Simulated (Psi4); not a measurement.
**GeH3O2F (SMILES [OH][GeH]([OH])[F]) at OMP2/def2-SVP (density fitting for correlation)**

What is the energy change on altering one bond length of GeH3O2F at OMP2/def2-SVP (density fitting for correlation)? 

The calculation is run with Psi4 1.11.

2 further runs of the same task are left out: 2 set aside as unsound or not needed. Runs told in other sessions of the task aren't counted.

## Step 1: Starting point

GeH3O2F has 7 atoms, charge 0, and is taken as a singlet. As SMILES, `[OH][GeH]([OH])[F]`. The shape is that of a PBE0-D4/def2-TZVP optimisation. This is one conformer, not always the lowest.

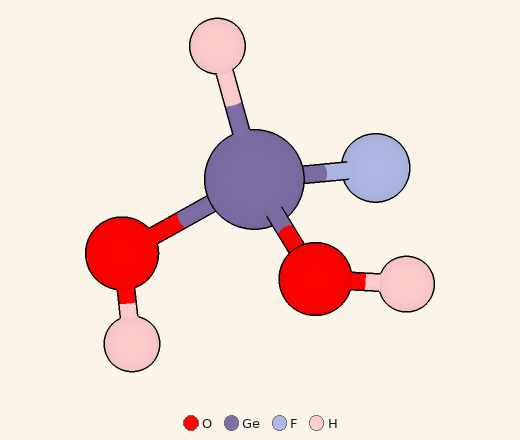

The structure, seen from a chosen angle (oxygen red, germanium purple, fluorine light blue, hydrogen pink).

## Step 2: A single-point energy at OMP2/def2-SVP (density fitting for correlation)

Input file run_ase.py:

```python
import numpy as np
from ase.calculators.psi4 import Psi4
from ase import Atoms

a = Atoms(['O', 'Ge', 'O', 'F', 'H', 'H', 'H'], positions=[
    [-0.352900, 1.140300, -0.859300],
    [-0.107500, -0.026800, 0.432400],
    [1.518200, -0.656000, 0.307600],
    [-1.260300, -1.284500, 0.113200],
    [-1.209200, 1.041800, -1.283900],
    [-0.331400, 0.485800, 1.847500],
    [1.804400, -0.768700, -0.603100],
])
calc = Psi4(atoms=a, method='omp2', basis='def2-SVP', memory='2200MB', num_threads=1, charge=0, multiplicity=1, label='psi4-calc')
calc.psi4.set_options({'puream': True, 'e_convergence': 1e-09, 'd_convergence': 1e-08, 'scf_type': 'pk', 'num_frozen_docc': 12})
a.calc = calc

print(f'energy: {a.get_potential_energy():.6f} eV')
```

Run with:

```bash
$ python run_ase.py
```

psi4-calc.dat:

```text
[...]
  Running in c1 symmetry.
[...]
  Nuclear repulsion =  327.327915065786726
[...]
  Multiplicity = 1
[...]
  Nalpha       = 30
  Nbeta        = 30
[...]
    Number of basis functions: 89
[...]
   @RHF iter   1: -2324.99475369402262   -3.79824e+00   2.29873e-02 ADIIS/DIIS
[...]
   @RHF iter  12: -2325.90257604421822   -9.54969e-12   6.68128e-09 DIIS
[...]
    Orbital Energies [Eh]
    ---------------------
    Doubly Occupied:
       1A   -405.267802     2A    -52.189813     3A    -46.292181
       4A    -46.291499     5A    -46.291150     6A    -26.263766
       7A    -20.572159     8A    -20.569331     9A     -7.254701
      10A     -5.235155    11A     -5.234042    12A     -5.232348
      13A     -1.723634    14A     -1.716766    15A     -1.709892
      16A     -1.706243    17A     -1.705278    18A     -1.518878
      19A     -1.331425    20A     -1.308728    21A     -0.783243
      22A     -0.696151    23A     -0.683656    24A     -0.648771
      25A     -0.639955    26A     -0.575132    27A     -0.565532
      28A     -0.534460    29A     -0.525217    30A     -0.502049
[...]
  @RHF Final Energy: -2325.90257604421822
   => Energetics <=
    Nuclear Repulsion Energy =            327.3279150657867262
    One-Electron Energy =               -3895.3230701507368394
    Two-Electron Energy =                1242.0925790407316072
    Total Energy =                      -2325.9025760442182218
[...]
 Multipole Moments:
 ------------------------------------------------------------------------------------
     Multipole            Electronic (a.u.)      Nuclear  (a.u.)        Total (a.u.)
 ------------------------------------------------------------------------------------
 L = 1.  Multiply by 2.5417464519 to convert [e a0] to [Debye]
 Dipole X            :         -1.9069431            1.6887256           -0.2182176
 Dipole Y            :         -0.7481370            1.1295519            0.3814149
 Dipole Z            :          2.4697378           -2.7204787           -0.2507409
 Magnitude           :                                                    0.5059321
[...]
	Warning: cc_lambda option is changed to TRUE
	For this residual convergence, default PCG convergence is:     1.00e-07
[...]
	DF-MP2 Total Energy (a.u.)         : -2326.69339128598858
[...]
	DF-MP2 Total Energy (a.u.)         : -2326.70533406873119
[...]
	DF-OMP2 Total Energy (a.u.)        : -2326.70533406874256
[...]
```

On the terminal:

```text
energy: -63312.877010 eV
```

Run time: 25 s. Hardware: 1 thread of AMD EPYC 9R45 (Zen 5), shared host; peak memory 0.36 GiB.

## Step 3: The distorted shape, same level

Input file job.json:

```json
{
 "schema_name": "qcschema_input",
 "schema_version": 1,
 "molecule": {
  "schema_name": "qcschema_molecule",
  "schema_version": 2,
  "symbols": ["O", "Ge", "O", "F", "H", "H", "H"],
  "geometry": [1.07595336, 4.05628201, -1.14126608, 1.53969215, 1.85078265, 1.29969316, 4.61181992, 0.66176697, 1.06385534, -2.38162183, -2.42735321, 0.213917, -0.54221912, 3.87014399, -1.94364379, 1.11658248, 2.81945626, 3.9738446, 5.15265953, 0.44879484, -0.65711824],
  "molecular_charge": 0,
  "molecular_multiplicity": 1,
  "fix_symmetry": "c1",
  "fix_com": true,
  "fix_orientation": true
 },
 "driver": "energy",
 "model": {
  "method": "omp2",
  "basis": "def2-SVP"
 },
 "keywords": {
  "reference": "rhf",
  "puream": true,
  "e_convergence": 1e-09,
  "d_convergence": 1e-08,
  "scf_type": "pk",
  "num_frozen_docc": 12
 }
}
```

Run with:

```bash
$ psi4 --qcschema job.json -n 1 --memory 2200MB
```

stdout:

```text
[...]
  Running in c1 symmetry.
[...]
  Nuclear repulsion =  278.769474537336919
[...]
  Multiplicity = 1
[...]
  Nalpha       = 30
  Nbeta        = 30
[...]
    Number of basis functions: 89
[...]
   @RHF iter   1: -2324.72964620713856   -4.15981e+00   2.31212e-02 ADIIS/DIIS
[...]
   @RHF iter  15: -2325.69340416738123   -1.00044e-11   5.48777e-09 DIIS
[...]
    Orbital Energies [Eh]
    ---------------------
    Doubly Occupied:
       1A   -405.361272     2A    -52.283315     3A    -46.386854
       4A    -46.384021     5A    -46.383614     6A    -26.065328
       7A    -20.643255     8A    -20.637648     9A     -7.343799
      10A     -5.325318    11A     -5.320680    12A     -5.319106
      13A     -1.802738    14A     -1.800935    15A     -1.796317
      16A     -1.793293    17A     -1.791390    18A     -1.395593
      19A     -1.370637    20A     -1.275383    21A     -0.831704
      22A     -0.755590    23A     -0.675696    24A     -0.637709
      25A     -0.596969    26A     -0.587880    27A     -0.569819
      28A     -0.421192    29A     -0.420859    30A     -0.371662
[...]
  @RHF Final Energy: -2325.69340416738123
   => Energetics <=
    Nuclear Repulsion Energy =            278.7694745373369187
    One-Electron Energy =               -3796.2266056392995779
    Two-Electron Energy =                1191.7637269345816549
    Total Energy =                      -2325.6934041673812317
[...]
 Multipole Moments:
 ------------------------------------------------------------------------------------
     Multipole            Electronic (a.u.)      Nuclear  (a.u.)        Total (a.u.)
 ------------------------------------------------------------------------------------
 L = 1.  Multiply by 2.5417464519 to convert [e a0] to [Debye]
 Dipole X            :        -77.4033305           79.0647615            1.6614310
 Dipole Y            :        -79.7935734           82.2616528            2.4680795
 Dipole Z            :        -44.0762331           44.2692308            0.1929977
 Magnitude           :                                                    2.9814455
[...]
	Warning: cc_lambda option is changed to TRUE
	For this residual convergence, default PCG convergence is:     1.00e-07
[...]
	DF-MP2 Total Energy (a.u.)         : -2326.50490384180966
[...]
	DF-MP2 Total Energy (a.u.)         : -2326.53352053467370
[...]
	DF-OMP2 Total Energy (a.u.)        : -2326.53352053492563
[...]
```

The result, in JSON:

```text
{
 "driver": "energy",
 "model": {
  "method": "omp2",
  "basis": "def2-SVP"
 },
 "success": true,
 "return_result": -2326.5335205349256,
 "properties": {
  "calcinfo_nbasis": 89,
  "calcinfo_nmo": 89,
  "calcinfo_nalpha": 30,
  "calcinfo_nbeta": 30,
  "calcinfo_natom": 7,
  "nuclear_repulsion_energy": 278.7694745373369,
  "return_energy": -2326.5335205349256,
  "scf_one_electron_energy": -3796.2266056392996,
  "scf_two_electron_energy": 1191.7637269345817,
  "scf_dipole_moment": [1.6614309643181997, 2.468079488522264, 0.19299771707552082],
  "scf_total_energy": -2325.6934041673812,
  "scf_iterations": 15,
  "mp2_singles_energy": 0.0,
  "mp2_doubles_energy": -0.8114996744283323,
  "mp2_correlation_energy": -0.8114996744284326,
  "mp2_total_energy": -2326.5049038418097
 }
}
```

Wall time 32 s (1 thread of AMD EPYC 9R45 (Zen 5), shared host); peak memory 0.33 GiB.

## Step 4: Summary of results

Level: OMP2/def2-SVP (density fitting for correlation), 12 core orbitals frozen.

| quantity | value |
| --- | --- |
| first shape: total energy | -2326.70533 Eh |
| first shape: HOMO energy (Hartree–Fock orbitals) | -13.66 eV |
| first shape: LUMO energy (Hartree–Fock orbitals) | 4.01 eV |
| first shape: HOMO–LUMO gap (Hartree–Fock orbitals) | 17.67 eV |
| first shape: correlation energy (12 core orbitals frozen) | -802.8 mEh |
| distorted shape: total energy | -2326.53352 Eh |
| distorted shape: HOMO energy (Hartree–Fock orbitals) | -10.11 eV |
| distorted shape: LUMO energy (Hartree–Fock orbitals) | -1.10 eV |
| distorted shape: HOMO–LUMO gap (Hartree–Fock orbitals) | 9.02 eV |
| distorted shape: correlation energy (12 core orbitals frozen) | -840.1 mEh |
| energy change with the Ge2–F4 bond stretched from 1.736 to 3.124 Å | 4.675 eV |

In words: One bond (distorted shape) is far stretched, which a spin-restricted single reference describes badly; perturbation theory on it can break down and give far too much correlation. With the Ge2–F4 bond stretched from 1.736 to 3.124 Å the energy rises by 4.68 eV (451 kJ/mol). The first shape isn't relaxed at this level, so the change isn't measured from a minimum. A restricted reference can't describe the breaking bond well at this length.
